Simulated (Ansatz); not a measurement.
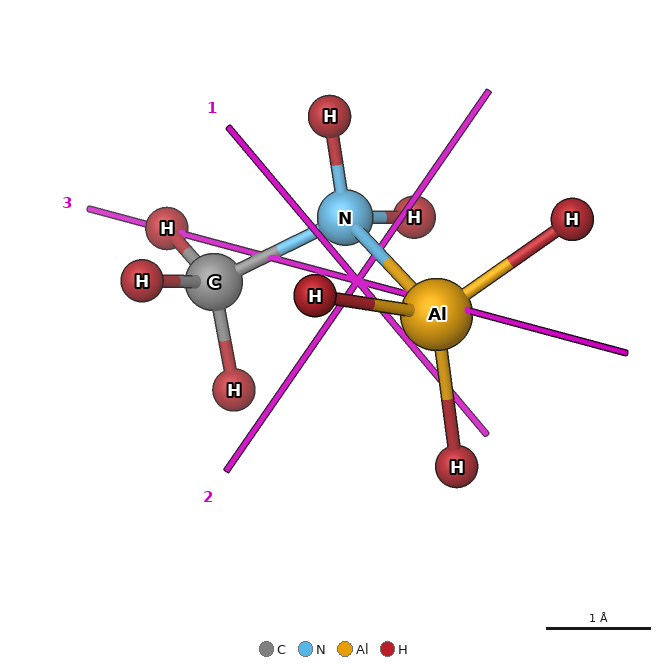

The three principal axes of inertia are drawn and numbered. Atoms fade into the background with distance from the viewer. Computed geometry: PBE0-D4/def2-TZVP optimisation. No frequency run is at hand to confirm it as a minimum. Masses are those of the most abundant isotopes; constants are for the rigid equilibrium geometry.

**Which line is the a axis (least moment of inertia), which b and which c?**

a is line 3, b is line 2, c is line 1; the moments are 23.3, 110, 120 u Å².

**What kind of rotor is it, and what are its rotational constants in GHz?**

An asymmetric top (Cs): A = 21.7, B = 4.59, C = 4.21 GHz. Ray's parameter κ is −0.96, close to the prolate limit.
